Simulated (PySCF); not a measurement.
## C3H9B: one change and its effect

System: C3H9B (trimethylborane), SMILES CB(C)C.
Method of run 1: GIAO PBE0/STO-3G NMR shielding, non-relativistic, gas phase (PySCF 2.14.0).

The geometry comes from this level: PBE0-D3(BJ)/def2-SVP. Text and figures count atoms from 1; the logs count them from 0 in places.

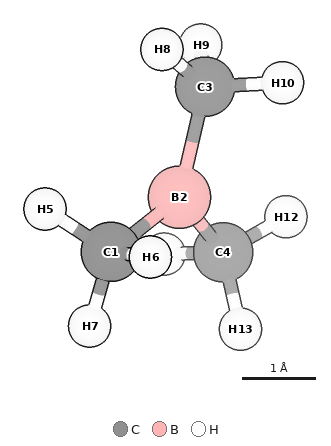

The structure (ball-and-stick view, seen at a tilt; atoms are numbered from 1 in the order of the input). Bond lengths as drawn: B–C 1.57 to 1.58 Å and C–H 1.10 to 1.11 Å.

**Input file, run 1**
```
{"job": {"kind": "nmr", "xc": "PBE0", "basis": "STO-3G", "pop": true}, "charge": 0, "multiplicity": 1}
C     -0.295074     1.553380     0.099543
B     -0.006550     0.006294     0.079655
C      1.470777    -0.522134     0.219706
C     -1.187085    -1.022172    -0.075077
H      0.389533     2.104184    -0.567264
H     -0.055638     1.917593     1.117401
H     -1.332403     1.844625    -0.121993
H      2.256699     0.243210     0.138582
H      1.679177    -1.331515    -0.500660
H      1.563012    -0.997169     1.214878
H     -1.425512    -1.039072    -1.157514
H     -0.950450    -2.056747     0.215614
H     -2.115286    -0.699499     0.423089
```

The first line tells a small driver script what to run in PySCF; the rest is the geometry in Å.

Launched with:
```bash
OMP_NUM_THREADS=1 python <driver script> task.json out
```

Hardware: 1 CPU thread, shared host.

**Output (run 1)**
```
coarse grid: 9928 points
cycle   1  E = -142.6985720705  dE = -3.511e-02  |g| = 2.926e-01  |ddm| = 4.002e+00
cycle   2  E = -142.7106217856  dE = -1.205e-02  |g| = 2.214e-01  |ddm| = 6.689e-01
cycle   3  E = -142.7256486028  dE = -1.503e-02  |g| = 7.208e-03  |ddm| = 2.861e-01
cycle   4  E = -142.7256638947  dE = -1.529e-05  |g| = 2.915e-03  |ddm| = 1.519e-02
cycle   5  E = -142.7256673044  dE = -3.410e-06  |g| = 1.004e-04  |ddm| = 4.653e-03
final grid: 93184 points
cycle   6  E = -142.7117522600  dE = -5.398e-06  |g| = 3.452e-03  |ddm| = 1.159e-02
cycle   7  E = -142.7117537000  dE = -1.440e-06  |g| = 2.730e-03  |ddm| = 7.842e-03
cycle   8  E = -142.7117559591  dE = -2.259e-06  |g| = 4.266e-05  |ddm| = 3.446e-03
cycle   9  E = -142.7117559598  dE = -6.802e-10  |g| = 1.316e-05  |ddm| = 8.502e-05
converged SCF energy = -142.7117559598

GIAO shielding tensors (ppm)
atom      isotropic    diamagn.    paramagn.     s11        s22        s33       span
  0 C      217.944     245.842     -27.898    206.341    222.045    225.444     19.103
  1 B       38.139     195.726    -157.587    -15.610    -13.767    143.794    159.403
  2 C      218.324     245.870     -27.546    206.511    222.470    225.991     19.479
  3 C      217.577     246.084     -28.507    206.545    220.303    225.882     19.337
  4 H       31.338      30.631       0.707     26.906     29.379     37.730     10.824
  5 H       31.681      30.306       1.375     27.469     29.234     38.341     10.872
  6 H       31.281      30.849       0.432     26.879     29.798     37.165     10.286
  7 H       31.307      30.881       0.426     26.874     29.825     37.221     10.347
  8 H       31.335      30.671       0.665     26.930     29.472     37.604     10.674
  9 H       31.739      30.394       1.344     27.516     29.180     38.520     11.004
 10 H       31.877      30.554       1.323     27.771     29.163     38.698     10.927
 11 H       31.244      30.838       0.406     26.834     29.765     37.132     10.298
 12 H       31.226      30.641       0.585     26.826     29.482     37.368     10.542
```

For run 2 the input was changed thus:
```diff
-"basis": "STO-3G"
+"basis": "def2-TZVP"
```

What does this change do to the results?

The total energy of run 2 is 1099.1 kcal/mol lower, which measures the change of basis and not a stability. The HOMO goes from −7.06 to −8.48 eV. The LUMO goes from 2.58 to −0.13 eV. Of all shieldings, the largest change is that of C4, by −47.0 ppm. The SCF takes 12 iterations against 9. The basis functions go from 29 to 178.

**Output (run 2)**
```
coarse grid: 9928 points
cycle   1  E = -144.4069442307  dE =  1.732e-02  |g| = 5.088e-01  |ddm| = 2.311e+00
cycle   2  E = -144.3920918175  dE =  1.485e-02  |g| = 5.607e-01  |ddm| = 9.576e-01
cycle   3  E = -144.4756992538  dE = -8.361e-02  |g| = 1.710e-02  |ddm| = 5.958e-01
cycle   4  E = -144.4757486244  dE = -4.937e-05  |g| = 1.264e-02  |ddm| = 2.450e-02
cycle   5  E = -144.4757940413  dE = -4.542e-05  |g| = 4.423e-04  |ddm| = 1.150e-02
cycle   6  E = -144.4757941086  dE = -6.731e-08  |g| = 1.097e-04  |ddm| = 8.611e-04
final grid: 93184 points
cycle   7  E = -144.4631979917  dE = -5.291e-05  |g| = 7.380e-03  |ddm| = 5.325e-02
cycle   8  E = -144.4631951907  dE =  2.801e-06  |g| = 8.039e-03  |ddm| = 1.232e-02
cycle   9  E = -144.4632113676  dE = -1.618e-05  |g| = 1.911e-04  |ddm| = 6.380e-03
cycle  10  E = -144.4632113741  dE = -6.550e-09  |g| = 1.298e-04  |ddm| = 3.160e-04
cycle  11  E = -144.4632113790  dE = -4.871e-09  |g| = 8.544e-06  |ddm| = 1.147e-04
cycle  12  E = -144.4632113790  dE = -2.001e-11  |g| = 2.388e-06  |ddm| = 1.089e-05
converged SCF energy = -144.4632113790

GIAO shielding tensors (ppm)
atom      isotropic    diamagn.    paramagn.     s11        s22        s33       span
  0 C      171.162     247.312     -76.150    152.723    173.383    187.380     34.657
  1 B       15.987     190.213    -174.226    -38.536    -36.192    122.689    161.224
  2 C      171.879     247.555     -75.675    153.005    174.993    187.640     34.635
  3 C      170.597     247.345     -76.749    152.701    172.320    186.769     34.068
  4 H       30.537      30.093       0.444     26.907     29.629     35.075      8.168
  5 H       30.818      29.638       1.180     27.407     29.704     35.342      7.935
  6 H       30.530      30.586      -0.056     27.037     29.763     34.790      7.754
  7 H       30.579      30.638      -0.059     27.045     29.814     34.877      7.832
  8 H       30.526      30.116       0.410     26.978     29.763     34.838      7.861
  9 H       30.938      29.773       1.165     27.432     29.685     35.698      8.265
 10 H       31.039      29.660       1.379     27.618     29.778     35.722      8.104
 11 H       30.494      30.476       0.017     26.966     29.839     34.676      7.710
 12 H       30.428      30.218       0.210     26.882     29.629     34.772      7.889
```

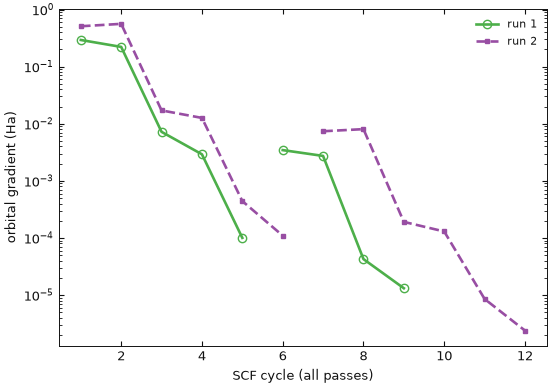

Convergence of the two runs: orbital gradient against the SCF cycle. A break in a curve parts two SCF passes (coarse and final grid). Run 1 takes 9 cycles in all, and run 2 takes 12.

**The two runs side by side**

| quantity | run 1 | run 2 |
| --- | --- | --- |
| outcome | converged | converged |
| total energy (hartree) | −142.711756 | −144.463211 |
| HOMO (eV) | −7.06 | −8.48 |
| LUMO (eV) | 2.58 | −0.13 |
| dipole moment (D) | 0.04 | 0.03 |
| shielding of C1 (ppm) | 217.9 | 171.2 |
| shielding of B2 (ppm) | 38.1 | 16.0 |
| shielding of C3 (ppm) | 218.3 | 171.9 |
| shielding of C4 (ppm) | 217.6 | 170.6 |
| shielding of H6 (ppm) | 31.7 | 30.8 |
| shielding of H9 (ppm) | 31.3 | 30.5 |
| shielding of H11 (ppm) | 31.9 | 31.0 |
| SCF iterations | 9 | 12 |
| basis functions | 29 | 178 |
| wall time (shared host) | 3 s | 24 s |
